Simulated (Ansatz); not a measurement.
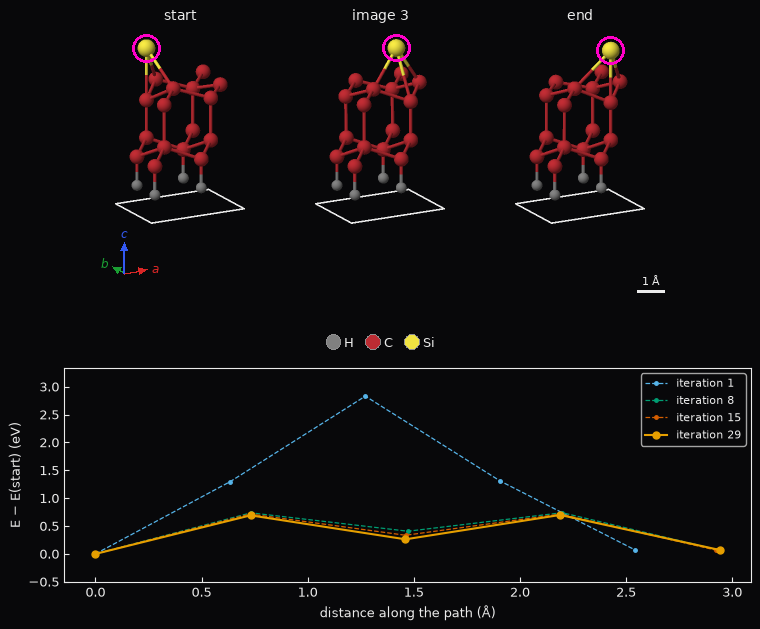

NEB run on Si on C(111), underside capped with H (21 atoms in the cell). Images are numbered from 0 (start) to 4 (end). The plot follows the band through its iterations. The picture is a ball-and-stick view of the simulation cell, with the vacuum cut short (origin moved), seen slightly off an axis. The moving atom is ringed, with any periodic copies. Bonds to atoms that aren't drawn are left out.

Method: Ansatz 0.2.0, DFT LDA, scalar-relativistic, plane waves, PAW. Settings: plane-wave cutoff 420 eV; k-point mesh 3 × 3 × 1; Gaussian smearing 0.05 eV; spin collinear; 12 atoms held fixed; 3 movable images; climbing image; force threshold 0.05 eV/Å; iteration limit 29; spring constant 100.0 eV/Å²; optimiser FIRE.

Judge this run.

The result isn't final. The band hadn't converged when the run stopped after 29 iterations. The barrier read from it is provisional, though the highest image hardly moved in the last two iterations. The largest force component is 0.01 eV/Å at the start and 0.42 eV/Å at the end; an end with forces this large is no minimum, and the barrier measured from it can be far off. The spring constant is far from the usual few eV/Å², which spoils the spacing or the steps. The first iteration put the highest image at 2.83 eV. Forward barrier 0.70 eV, backward barrier 0.63 eV, with image 3 at the top; the reaction energy is +0.07 eV. The profile has 2 maxima (images 1, 3) with a dip at image 2 (+0.26 eV), which on an unconverged band is provisional.

Limits of the set-up: the periodic images lie only 5.0 Å apart, so the values are limited by the cell's size.

PAW datasets: the set soft_1.
